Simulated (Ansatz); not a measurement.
# Geometry relaxation, with input and output: AlH$_{3}$Cl$_{2}$O

The run: geometry relaxation of AlH$_{3}$Cl$_{2}$O. Method and program: RKS PBE-D4/6-31G* (Ansatz 0.2.0).

It belongs to a series of runs on one base structure; here: end point A relaxed.

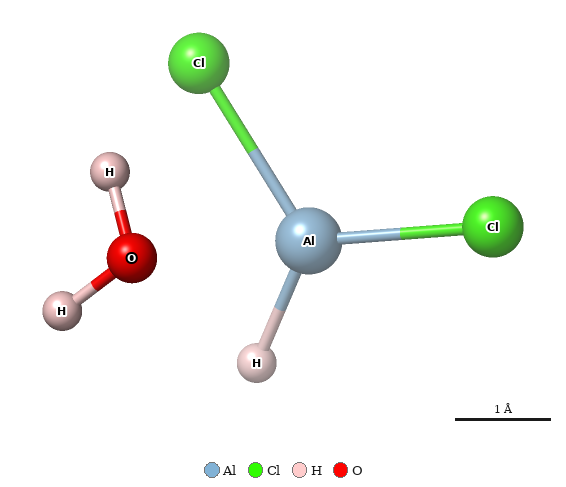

The input geometry (ball-and-stick view, seen at a tilt). Sticks mark near contacts. Bond lengths as drawn: Al–Cl 2.11 to 2.20 Å, Al–H 1.58 Å and H–O 0.98 to 0.99 Å.

**The input**
```yaml
crystal:
  periodic: [false, false, false]
  atoms:
    - { symbol: Al, position_ang: [0.101301, 0.293394, -0.057515] }
    - { symbol: Cl, position_ang: [0.080223, 0.414645, 2.142623] }
    - { symbol: Cl, position_ang: [1.891581, 0.838136, -1.021742] }
    - { symbol: H, position_ang: [-1.273722, 0.079772, -0.810219] }
    - { symbol: O, position_ang: [0.410229, -2.530371, 0.766496] }
    - { symbol: H, position_ang: [-0.502469, -2.888612, 0.713313] }
    - { symbol: H, position_ang: [0.427957, -2.088963, 1.657944] }
basis:
  gaussian: { orbitals: "6-31G*" }
hamiltonian:
  xc: pbe
  dispersion: d4
relax:
  f_tol: 0.03
  max_steps: 50
output:
  orbitals: {}
```

Machine: 1 thread of Arm Neoverse V1, 24 GiB of memory available, shared host.

Command:
```bash
ansatz run input.yaml --threads 1 --pin off --max-ram 2048MiB --backend cpu --events-out ev --progress --plain --runs-dir out
```

**What the program printed**
```
The last accepted step is kept in [file] (removed where the run ends without a failure and the disk answers)
Engine: ansatz 0.2.0, aarch64-unknown-linux-gnu
Functional definition: PBE
  parameter kappa = 0.804
  parameter beta = 0.06672455060314922
  exchange = pbe_x(kappa = kappa, mu = beta*pi^2/3)
  correlation = pbe_c(beta = beta)
933 factors; their error is unknown
mean field evaluation 1: about -33718.9400 eV, gradient 5.2e1 eV
mean field evaluation 2: about -33689.1890 eV, gradient 1.2e2 eV
mean field evaluation 4: about -33723.8686 eV, gradient 6.6e0 eV
mean field evaluation 8: about -33723.9581 eV, gradient 1.3e-1 eV
mean field evaluation 16: about -33723.9582 eV, gradient 3.1e-5 eV
mean field -33723.95816021 eV, -1239.3326034680 hartree, gradient 3.1e-5 eV, S^2 0.000000; 0 other end points of the search recorded, 0 dependent functions left out
the calculation of the forces begins
reference -33723.95820111 eV, -1239.3326049709 hartree; 29, 29 occupied and 49, 49 virtual orbitals, 933 factors
relax step   1: F+E_penalty+E_count = -33724.10122335 eV  Δ(F+E_penalty+E_count) = +0.000e0 eV  max|allowed force component| = 9.958e-1 eV/Å  Δτ_max = 0.0000 Å  (25 SCF iters, accepted)
these checks for a lower state are left out or cut short: starts, cluster_reference, orbital_swaps, neighbouring_geometries, increment
933 factors; their error is unknown
mean field -33724.14918911 eV, -1239.3396236503 hartree, gradient 1.6e-5 eV, S^2 0.000000; 0 other end points of the search recorded, 0 dependent functions left out
the calculation of the forces begins
reference -33724.14923015 eV, -1239.3396251588 hartree; 29, 29 occupied and 49, 49 virtual orbitals, 933 factors
relax step   2: F+E_penalty+E_count = -33724.29717452 eV  Δ(F+E_penalty+E_count) = -1.960e-1 eV  max|allowed force component| = 1.114e0 eV/Å  Δτ_max = 0.1960 Å  (31 SCF iters, accepted)
these checks for a lower state are left out or cut short: starts, cluster_reference, orbital_swaps, neighbouring_geometries, increment
933 factors; their error is unknown
mean field -33724.41797008 eV, -1239.3495011688 hartree, gradient 1.7e-5 eV, S^2 0.000000; 0 other end points of the search recorded, 0 dependent functions left out
the calculation of the forces begins
reference -33724.41801118 eV, -1239.3495026793 hartree; 29, 29 occupied and 49, 49 virtual orbitals, 933 factors
relax step   3: F+E_penalty+E_count = -33724.57029404 eV  Δ(F+E_penalty+E_count) = -2.731e-1 eV  max|allowed force component| = 1.334e0 eV/Å  Δτ_max = 0.1947 Å  (26 SCF iters, accepted)
these checks for a lower state are left out or cut short: starts, cluster_reference, orbital_swaps, neighbouring_geometries, increment
933 factors; their error is unknown
mean field evaluation 32: about -33724.4514 eV, gradient 6.9e0 eV
mean field -33724.60918025 eV, -1239.3565280132 hartree, gradient 1.7e-5 eV, S^2 0.000000; 0 other end points of the search recorded, 0 dependent functions left out
the calculation of the forces begins
reference -33724.60922182 eV, -1239.3565295407 hartree; 29, 29 occupied and 49, 49 virtual orbitals, 933 factors
relax step   4: F+E_penalty+E_count = -33724.76800637 eV  Δ(F+E_penalty+E_count) = -1.977e-1 eV  max|allowed force component| = 8.074e-1 eV/Å  Δτ_max = 0.1954 Å  (26 SCF iters, accepted)
these checks for a lower state are left out or cut short: starts, cluster_reference, orbital_swaps, neighbouring_geometries, increment
933 factors; their error is unknown
mean field -33724.68108395 eV, -1239.3591704252 hartree, gradient 1.5e-5 eV, S^2 0.000000; 0 other end points of the search recorded, 0 dependent functions left out
the calculation of the forces begins
reference -33724.68112547 eV, -1239.3591719512 hartree; 29, 29 occupied and 49, 49 virtual orbitals, 933 factors
relax step   5: F+E_penalty+E_count = -33724.83966679 eV  Δ(F+E_penalty+E_count) = -7.166e-2 eV  max|allowed force component| = 4.001e-1 eV/Å  Δτ_max = 0.1501 Å  (25 SCF iters, accepted)
these checks for a lower state are left out or cut short: starts, cluster_reference, orbital_swaps, neighbouring_geometries, increment
933 factors; their error is unknown
mean field -33724.69285075 eV, -1239.3596028472 hartree, gradient 1.4e-5 eV, S^2 0.000000; 0 other end points of the search recorded, 0 dependent functions left out
the calculation of the forces begins
reference -33724.69289234 eV, -1239.3596043757 hartree; 29, 29 occupied and 49, 49 virtual orbitals, 933 factors
relax step   6: F+E_penalty+E_count = -33724.85187173 eV  Δ(F+E_penalty+E_count) = -1.220e-2 eV  max|allowed force component| = 1.722e-1 eV/Å  Δτ_max = 0.0548 Å  (25 SCF iters, accepted)
these checks for a lower state are left out or cut short: starts, cluster_reference, orbital_swaps, neighbouring_geometries, increment
933 factors; their error is unknown
mean field -33724.69522420 eV, -1239.3596900698 hartree, gradient 1.4e-5 eV, S^2 0.000000; 0 other end points of the search recorded, 0 dependent functions left out
the calculation of the forces begins
reference -33724.69526578 eV, -1239.3596915980 hartree; 29, 29 occupied and 49, 49 virtual orbitals, 933 factors
relax step   7: F+E_penalty+E_count = -33724.85422172 eV  Δ(F+E_penalty+E_count) = -2.350e-3 eV  max|allowed force component| = 2.085e-2 eV/Å  Δτ_max = 0.0287 Å  (25 SCF iters, accepted)
933 factors; their error is unknown
mean field evaluation 64: about -33724.5442 eV, gradient 8.4e0 eV
```

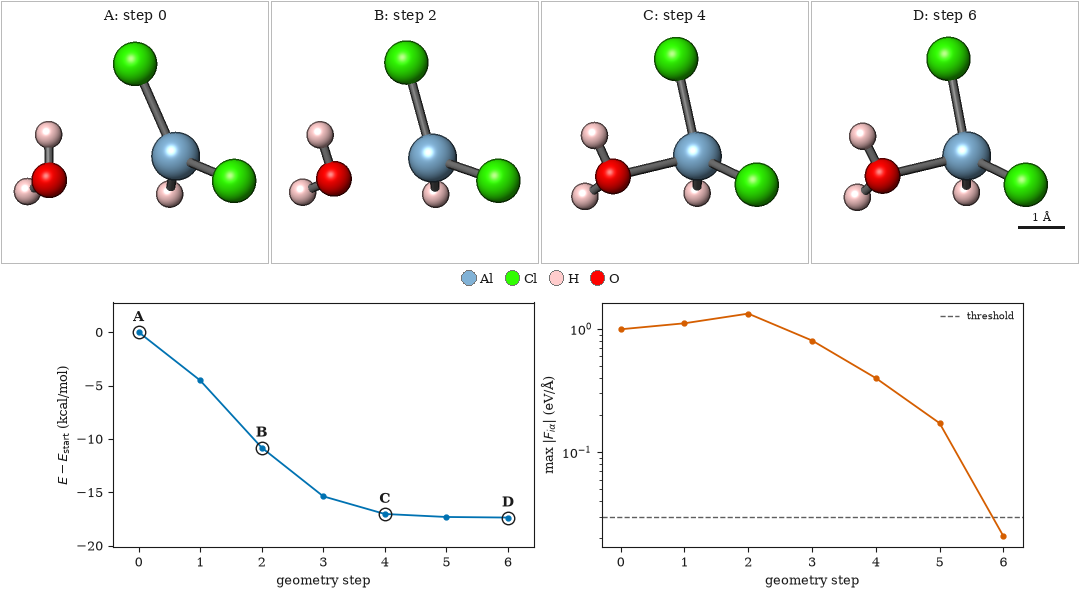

Frames of the relaxation (ball-and-stick view, seen at a tilt) above the curves, on which the letters mark them (the first geometry is step 0 here and step 1 in the log).

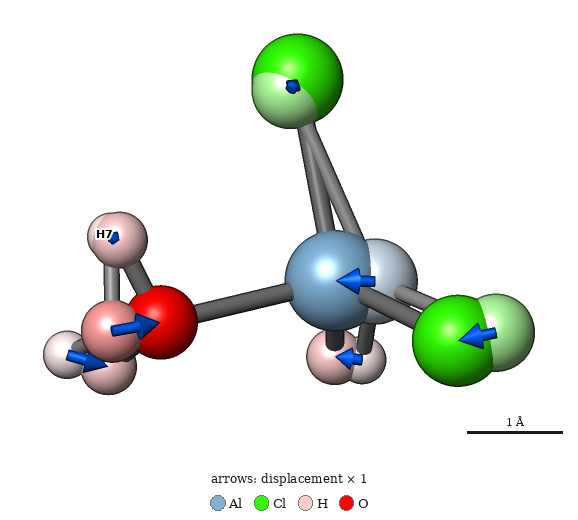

Start (faint) and end (solid) with the displacements as blue arrows, at true length (ball-and-stick view, seen at a tilt). The two geometries are laid on each other by the best rigid fit. The energy falls by 17.4 kcal/mol in 6 geometry steps. The largest force component goes from 1 to 0.021 eV/Å. The largest move after the best rigid fit is that of O5, 0.54 Å. Largest moves by element: O 0.54 Å, H 0.45 Å, Al 0.42 Å, Cl 0.41 Å. Distances before and after: Al1–O5 2.958 → 2.016 Å, Al1–Cl2 2.204 → 2.157 Å, Al1–Cl3 2.105 → 2.126 Å, O5–H7 0.995 → 0.986 Å. New bonds form: Al1–O5 (2.96 → 2.02 Å). Among the angles that change: Cl3–Al1–H4 123.8° → 119.4°, H6–O5–H7 103.1° → 106.8°. (Atoms are counted from 1 in the order of the input.)

```
mean field -33724.69522420 eV, -1239.3596900698 hartree, gradient 1.4e-5 eV, S^2 0.000000; 1 other end points of the search recorded, 0 dependent functions left out
the calculation of the forces begins
reference -33724.69526578 eV, -1239.3596915980 hartree; 29, 29 occupied and 49, 49 virtual orbitals, 933 factors
Total energy: -33724.85426330 eV, -1239.3655346491 hartree
Atom 0 at     0.083560    -0.077575     0.141723 Å, force    -0.000920    -0.005961     0.011012 eV/Å
Atom 1 at     0.016782     0.539850     2.207393 Å, force     0.006997     0.019481     0.020851 eV/Å
Atom 2 at     1.852337     0.449838    -0.913118 Å, force     0.010638     0.010562    -0.007423 eV/Å
Atom 3 at    -1.296269    -0.164662    -0.642636 Å, force    -0.009075    -0.016359    -0.014256 eV/Å
Atom 4 at     0.380844    -2.015685     0.608654 Å, force     0.008097    -0.007574    -0.018618 eV/Å
Atom 5 at    -0.402222    -2.570757     0.402225 Å, force    -0.006299     0.009262     0.004736 eV/Å
Atom 6 at     0.500068    -2.043007     1.586659 Å, force    -0.009438    -0.009412     0.003698 eV/Å
Dipole moment:    -0.378556    -1.052594     0.205245 e Å
```

**Trajectory as extended XYZ (Å, eV, eV/Å), 7 frames, from step=1 to step=7**
```
7
Properties=species:S:1:pos:R:3:forces:R:3 step=1 energy=-33724.10122
Al    0.1013    0.2934   -0.0575    0.0563  -0.6101   0.9958
Cl    0.0802    0.4146    2.1426   -0.0052   0.0492  -0.7791
Cl    1.8916    0.8381   -1.0217   -0.0296  -0.0086   0.0000
H    -1.2737    0.0798   -0.8102    0.0253   0.0224  -0.0208
O     0.4102   -2.5304    0.7665   -0.1787   0.8207   0.2358
H    -0.5025   -2.8886    0.7133    0.1121   0.0410   0.0062
H     0.4280   -2.0890    1.6579    0.0197  -0.3146  -0.4380
7
Properties=species:S:1:pos:R:3:forces:R:3 step=2 energy=-33724.29717
Al    0.1124    0.1949   -0.0212   -0.1116  -0.7703   0.5328
Cl    0.0787    0.4060    2.1310    0.0030   0.1453  -0.1858
Cl    1.8775    0.8015   -1.0043    0.0346  -0.0565  -0.0018
H    -1.2609    0.0576   -0.8023    0.0469   0.0002   0.0079
O     0.3674   -2.3520    0.6974   -0.7932   0.2708   1.1129
H    -0.4809   -2.8823    0.7148    0.6648   0.5069  -0.3520
H     0.4409   -2.1077    1.6755    0.1555  -0.0964  -1.1139
7
Properties=species:S:1:pos:R:3:forces:R:3 step=3 energy=-33724.57029
Al    0.1232    0.0100    0.0389   -0.2097  -0.5338   0.3010
Cl    0.0803    0.4537    2.1557    0.0015  -0.0092  -0.0503
Cl    1.8462    0.7350   -0.9633    0.0552  -0.1924   0.0221
H    -1.2464   -0.0067   -0.7716    0.0553  -0.1188   0.0694
O     0.3432   -2.2087    0.6414   -0.6993   0.0881   1.3344
H    -0.4699   -2.7974    0.6488    0.6286   0.6798  -0.4932
H     0.4584   -2.0679    1.6410    0.1683   0.0862  -1.1835
7
Properties=species:S:1:pos:R:3:forces:R:3 step=4 energy=-33724.76801
Al    0.1124   -0.1618    0.0964   -0.1744   0.8074  -0.1025
Cl    0.0749    0.4328    2.1910   -0.0299  -0.0230  -0.0171
Cl    1.8249    0.6092   -0.9216   -0.0110  -0.2555   0.0611
H    -1.2508   -0.1002   -0.7321    0.0370  -0.1901   0.1079
O     0.3431   -2.0408    0.6149   -0.1985  -0.7716   0.3912
H    -0.4444   -2.6324    0.5472    0.0772   0.2072  -0.4460
H     0.4751   -1.9888    1.5951    0.2996   0.2256   0.0053
7
Properties=species:S:1:pos:R:3:forces:R:3 step=5 energy=-33724.83967
Al    0.0811   -0.0671    0.1279    0.0181  -0.0559  -0.0446
Cl    0.0334    0.4899    2.2257   -0.0015   0.0305  -0.1123
Cl    1.8677    0.4654   -0.9206   -0.1645  -0.0315   0.1010
H    -1.3023   -0.1571   -0.6652    0.0803   0.0512   0.0521
O     0.3722   -2.0096    0.5955   -0.1848  -0.3000   0.4001
H    -0.3963   -2.6110    0.4455    0.1341   0.2413  -0.1843
H     0.4793   -1.9925    1.5822    0.1182   0.0644  -0.2120
7
Properties=species:S:1:pos:R:3:forces:R:3 step=6 energy=-33724.85187
Al    0.0766   -0.0754    0.1395   -0.0226  -0.0129   0.0297
Cl    0.0237    0.5419    2.2112   -0.0048  -0.0245  -0.0432
Cl    1.8543    0.4420   -0.9039    0.0150   0.0201  -0.0250
H    -1.3053   -0.1511   -0.6465    0.0176  -0.0102   0.0087
O     0.3830   -2.0176    0.5993   -0.0781  -0.0610   0.1722
H    -0.3898   -2.5956    0.4097    0.0341   0.0857  -0.0570
H     0.4926   -2.0262    1.5816    0.0388   0.0028  -0.0854
7
Properties=species:S:1:pos:R:3:forces:R:3 step=7 energy=-33724.85422
Al    0.0836   -0.0776    0.1417   -0.0009  -0.0060   0.0110
Cl    0.0168    0.5399    2.2074    0.0070   0.0195   0.0209
Cl    1.8523    0.4498   -0.9131    0.0106   0.0106  -0.0074
H    -1.2963   -0.1647   -0.6426   -0.0091  -0.0164  -0.0143
O     0.3808   -2.0157    0.6087    0.0081  -0.0076  -0.0186
H    -0.4022   -2.5708    0.4022   -0.0063   0.0093   0.0047
H     0.5001   -2.0430    1.5867   -0.0094  -0.0094   0.0037
```

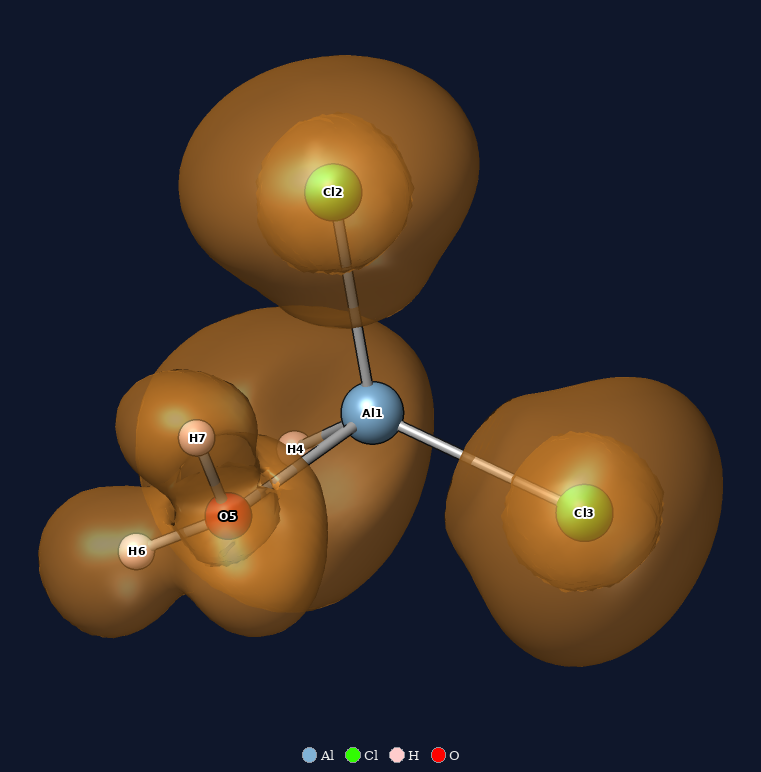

Isosurface of the ELF at 0.75 (orange), seen at a tilt. Core shells and regions of very low density are left out. Profiles from the grid: Al–O (2.02 Å): the ELF peaks at about 0.90 in the valence shell of O, 0.7 Å from its nucleus, and is about 0.45 at the midpoint. Al–Cl (2.13 Å): the ELF peaks at about 0.85 in the valence shell of Cl, 0.9 Å from its nucleus, and is about 0.80 at the midpoint.

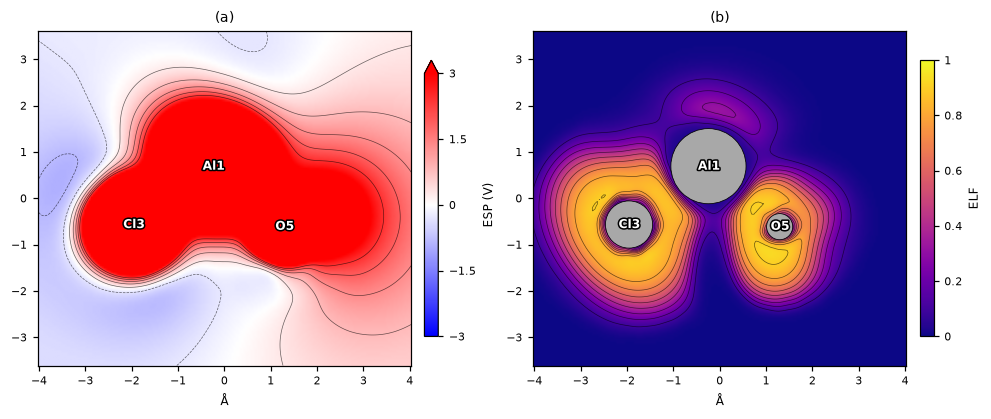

(a) electrostatic potential; (b) ELF on the plane of atoms Cl3, Al1 and O5. Grey discs, where drawn, cover atomic cores. Atoms in the plane: Al, Cl and O. Al–O (2.02 Å): the ELF peaks at about 0.90 in the valence shell of O, 0.7 Å from its nucleus, and is about 0.45 at the midpoint. Al–Cl (2.13 Å): the ELF peaks at about 0.85 in the valence shell of Cl, 0.9 Å from its nucleus, and is about 0.80 at the midpoint.

**Key numbers**

```csv
quantity,value
outcome,converged
total energy,−33724.8543 eV
mean-field energy,−33724.6953 eV
largest force (length of the vector) at the end,0.029 eV/Å
wall time,21 s
peak memory,0.12 GiB
```
